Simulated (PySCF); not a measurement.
# A diatomic session: LiC+

Aim: find the lowest electronic state of LiC+, scan its bond at several levels of theory, and get bond length, wavenumber and dissociation energy from each curve.

Method: Li STO-3G, C STO-3G, no relativity; program: PySCF 2.14.0.

### 1 Input

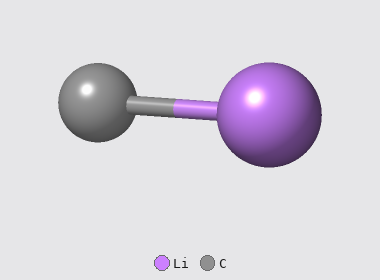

The two atoms at the starting distance (lithium purple, carbon grey).

A driver script around PySCF takes these settings:

| Item | Value |
| --- | --- |
| atoms | Li, C |
| charge | 1 |
| basis | Li STO-3G, C STO-3G |
| Hamiltonian | no relativity |
| basis functions | 10 |
| electrons treated | 8 |
| masses in u | 7.0160, 12.0000 |
| levels | PBE0, PBE, r²SCAN, MN15, M06, BHandHLYP, HSE06, HF, MP2, SCS-MP2, CCSD, CCSD(T) |
| grid | 80 radial by 434 angular points |
| occupations | held fixed by the projection of orbital angular momentum |
| dissociation limit | Li+ + C, each in its ground configuration |
| starting distance in angstrom | 2.095 |
| values of 2S to try | 0, 2 |

Run with:

```console
$ OMP_NUM_THREADS=1 python dia.py task.json out
```

Further steps of the session: PBE0 along the bond; Excited determinants; PBE (GGA); r²SCAN; MN15 (hybrid meta-GGA); M06; BHandHLYP (global hybrid GGA); HSE06 (range-separated hybrid); UHF; Adding correlation.

**Question.** What will these runs give? Wanted: for each run, Re; ωe; De; μ.

**Answer**, as computed:

Lowest PBE0 solution found, without spin–orbit coupling: ³Π (triplet), unpaired electrons σ ↑, π ↑. State 2 has its PBE0 minimum 0.60 eV higher, as a spin-mixed determinant (⟨S²⟩ = 1.00), so this is no gap between pure states. State 3 has its PBE0 minimum 0.80 eV higher. State 4 has its PBE0 minimum 1.41 eV higher, as a spin-mixed determinant (⟨S²⟩ = 1.00), so this is no gap between pure states. The other levels ran on the lowest alone.

```tsv
level	Re (Å)	ωe (cm⁻¹)	De (eV)	μ (D)
UHF	2.155	501	1.52	-4.56
UHF-MP2	2.151	508	1.61	n/a
UHF-SCS-MP2	2.152	507	1.62	n/a
UHF-CCSD	2.155	504	1.63	n/a
UHF-CCSD(T)	2.155	505	1.63	n/a
PBE	2.195	446	1.73	-4.43
r²SCAN	2.191	457	1.56	-4.55
PBE0	2.179	461	1.63	-4.52
M06	2.203	449	1.58	-4.66
HSE06	2.179	461	1.63	-4.52
MN15	2.202	458	1.64	-4.60
BHandHLYP	2.162	476	1.60	-4.57
```

De is counted to Li+ + C in their ground configurations. A positive dipole points from Li to C; in an ion it is taken about the centre of mass and does not tell which atom is negative.

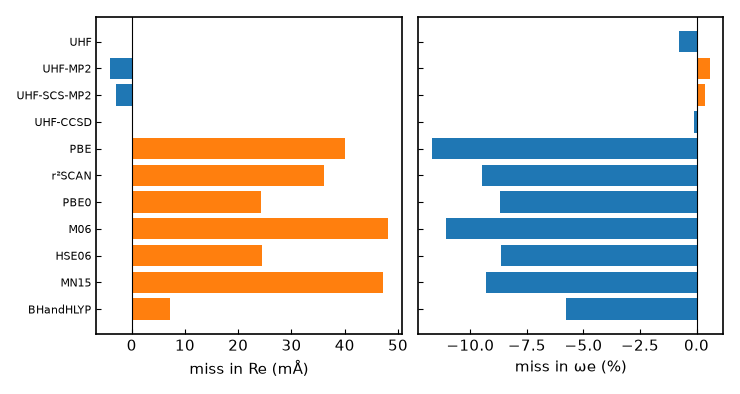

Differences in bond length and wavenumber from CCSD(T) in the same basis.

**Reading.** Judged by CCSD(T) in the same basis: best bond length UHF and UHF-CCSD (0 mÅ), worst M06 (+48 mÅ); best wavenumber UHF-CCSD (-0.1 %), worst PBE (-11.7 %). PBE gives a bond that is too long and too soft, as GGAs tend to. CCSD(T) in a basis this small is itself some way from its limit, more so than the functionals. Among the levels with a De in the table, it runs from 1.52 eV (UHF) to 1.73 eV (PBE).

Correlated steps freeze 1 core orbital. The basis is very small, so these numbers show the basis as much as the molecule.
